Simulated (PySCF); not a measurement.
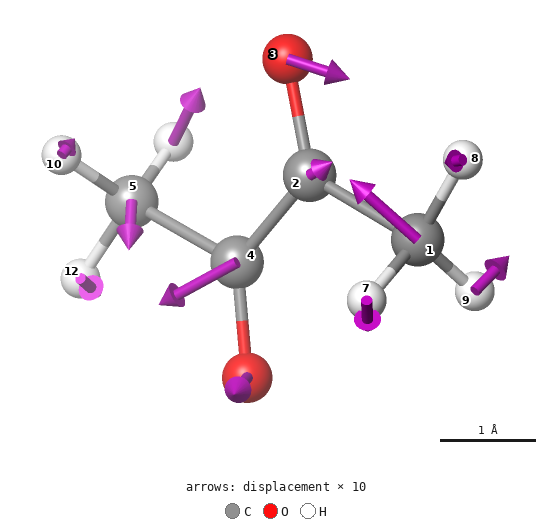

This is a relaxation of C4H6O2. The starting structure is drawn; purple arrows show the displacements, magnified 10 times. The two geometries are superimposed by the best rigid fit.

The picture is a ball-and-stick view, seen from a free direction.

The start comes from MMFF94s. Its atoms were then displaced at random by about 0.03 Å.

Computed with PBE0-D3(BJ)/def2-SVP geometry optimisation, gas phase (PySCF 2.14.0, density-fitted response routines). 

What happened in the run?

A C atom moves most after the best rigid fit: 0.10 Å. By element the largest moves are C 0.10 Å, H 0.09 Å, O 0.08 Å. Among the contacts that change: C–C 1.416 → 1.544 Å, C–H 0.998 → 1.101 Å, C–C 1.598 → 1.497 Å, C–H 1.035 → 1.100 Å. Bond angles that change, for instance: H–C–H 114.2° → 105.9°, C–C–O 116.9° → 124.6°, C–C–O 127.0° → 119.4°. Over 13 geometry steps the energy falls by 0.991 eV. Cost: 46 s on 1 thread of Arm Neoverse V2, with other jobs on the host.
